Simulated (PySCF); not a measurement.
Breaking a bond: SH, doublet.

Levels of theory: ROHF/cc-pVTZ (PySCF); UKS-M06-2X = unrestricted M06-2X/cc-pVTZ run with PySCF; UHF/cc-pVTZ (PySCF).

Magnitude of the dipole moment (D; its direction can reverse along the curve, and a method can change to another solution) and Mulliken charge of the fragment that holds S1:

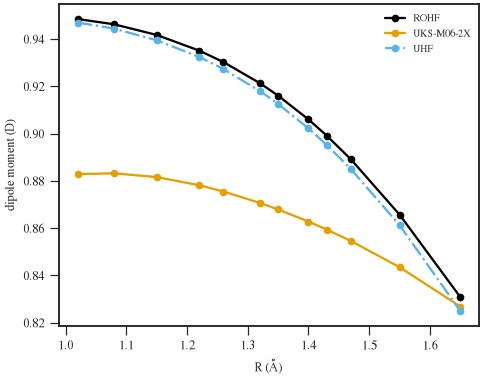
Figure. Dipole moment against bond length.

| R / Å | μ ROHF | q ROHF | μ UKS-M06-2X | q UKS-M06-2X | μ UHF | q UHF |
|---|---|---|---|---|---|---|
| 1.02 | 0.95 | -0.16 | 0.88 | -0.20 | 0.95 | -0.16 |
| 1.08 | 0.95 | -0.16 | 0.88 | -0.20 | 0.94 | -0.16 |
| 1.15 | 0.94 | -0.15 | 0.88 | -0.19 | 0.94 | -0.15 |
| 1.22 | 0.94 | -0.13 | 0.88 | -0.17 | 0.93 | -0.13 |
| 1.26 | 0.93 | -0.12 | 0.88 | -0.16 | 0.93 | -0.12 |
| 1.32 | 0.92 | -0.11 | 0.87 | -0.14 | 0.92 | -0.11 |
| 1.35 | 0.92 | -0.11 | 0.87 | -0.14 | 0.91 | -0.11 |
| 1.40 | 0.91 | -0.11 | 0.86 | -0.13 | 0.90 | -0.10 |
| 1.43 | 0.90 | -0.10 | 0.86 | -0.12 | 0.90 | -0.10 |
| 1.47 | 0.89 | -0.10 | 0.85 | -0.12 | 0.88 | -0.10 |
| 1.55 | 0.87 | -0.10 | 0.84 | -0.12 | 0.86 | -0.10 |
| 1.65 | 0.83 | -0.09 | 0.83 | -0.11 | 0.82 | -0.09 |

The scan ran from 1.02 to 5.38 Å; beyond the distances shown one of the unrestricted levels run for this scan, shown here or not, changes its spin distribution in one step.
